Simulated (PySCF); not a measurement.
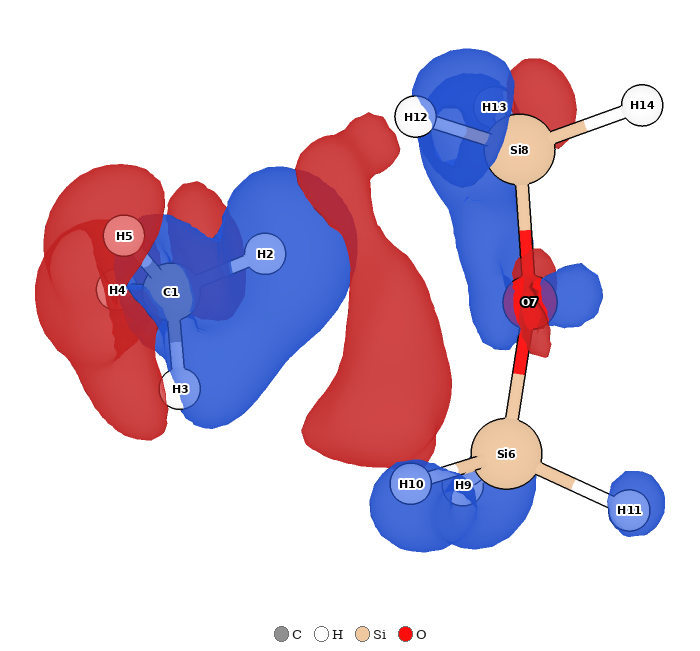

CH10OSi2, SMILES `C.[SiH3]O[SiH3]`. Density of the complex less the densities of the two fragments at the same geometry, ±0.0003 e/Å³ (blue: gain, red: loss). Fragment A: H4C (atoms 1–5); fragment B: Si2H6O.

Method: HF/def2-TZVP; geometry: GFN2-xTB; program: PySCF.

How is the density rearranged on binding?

Answer. Hirshfeld charges show almost no net transfer (under 0.005 e). 0.01 e is displaced in all, which induces a dipole of 0.07 D.

What is the interaction energy, and which contacts carry it?

Answer. The counterpoise-corrected interaction energy of the frozen fragments is +0.9 kcal/mol without dispersion correction and −1.6 kcal/mol with D3(BJ). The pair geometry is semi-empirical, not a minimum at this level. Contacts: H2···O7, 3.05 Å, ρ = 0.003 a.u.; H3···H10, H···H contact, 3.06 Å, ρ = 0.002 a.u. The pose is a local one from a semi-empirical search, not shown to be the most stable.

Run time: 10 s on 1 thread of Intel(R) Xeon(R) Processor @ 2.70GHz (shared host), peak memory 0.46 GiB.
